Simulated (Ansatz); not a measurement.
Cell of rock-salt TaC (0 0 1) on zinc-blende InSb (0 0 1) (film strained to the substrate, started from cuts of the bulks and a machine-learned relaxation; slabs In4Sb4 and C12Ta12, which can lie off the formulas), relaxed at this level with a, b, gamma of the cell held:

```xyz
32
Lattice="4.6926 -0.0003 -0.0892 -0.0003 4.6933 -0.0317 0.2623 -2.1412 27.1596" Properties=species:S:1:pos:R:3 pbc="T T T"
In     4.4222     0.0964     6.4971
In     2.0609     2.4219     3.1814
In     3.1862     0.1442    12.3731
In     2.3526     2.4657     9.8424
Sb     4.4354     2.4326     4.8364
Sb     1.9641     0.0650     1.6026
Sb     4.7287     2.4864    11.5981
Sb     2.1161     0.1075     8.2199
C      4.3060     2.5236    16.9762
C      1.9624     0.1778    17.0588
C      1.9131     2.5084    14.8259
C      4.3037     0.1622    14.8029
C      4.3962     2.5535    21.3943
C      2.0527     0.2085    21.4584
C      2.0092     2.5392    19.2602
C      4.3552     0.1928    19.2327
C      4.4928     2.5802    25.8108
C      2.1350     0.2430    25.8887
C      2.0969     2.5694    23.6604
C      4.4411     0.2229    23.6526
Ta     1.9649     2.5244    17.0647
Ta     4.2913     0.1782    17.0325
Ta     4.3011     2.5096    14.8781
Ta     1.8702     0.1639    14.9714
Ta     2.0509     2.5537    21.4577
Ta     4.3999     0.2089    21.4403
Ta     4.3537     2.5387    19.1842
Ta     2.0110     0.1932    19.2597
Ta     2.1276     2.5760    25.8056
Ta     4.4840     0.2391    25.7066
Ta     4.4372     2.5693    23.5924
Ta     2.0950     0.2207    23.6507
```

The numbers are results of PBE (plane waves to 420 eV, PAW; Ansatz, a program for electronic structure), not measurements. No spin–orbit coupling; the runs are not spin-polarised. Its k-point mesh 7×7×1, Fermi–Dirac width 0.05 eV.

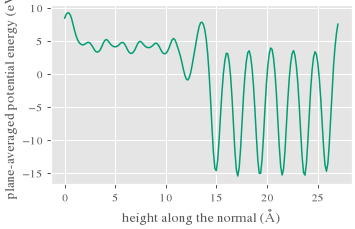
*Smooth (PAW) electrostatic potential energy of an electron, averaged over planes, about its mean*

The curve spans 24.7 eV over the stretch drawn.
